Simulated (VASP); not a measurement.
Band structure of Ge2Pd (relaxed from the AlB2 structure, space group P6/mmm). All values below come from r2SCAN meta-GGA, VASP's PBE PAW potentials (set 64) (plane waves; VASP).

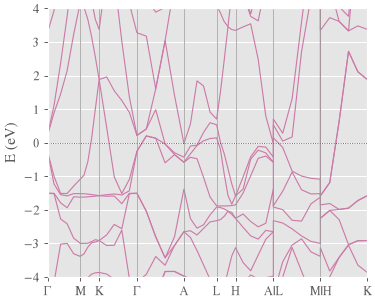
*Bands along high-symmetry lines, zero at the valence-band maximum or, without a gap, the Fermi level*

Task: Read the plot: is there a gap, and where are the band edges?

Result: It has no gap at this level: it comes out as a metal or semimetal.

The structure was generated: Ge2Pd was put into the AlB2 type (P6/mmm), which need not be its known phase. It was relaxed first, which changed the volume by -41 %.
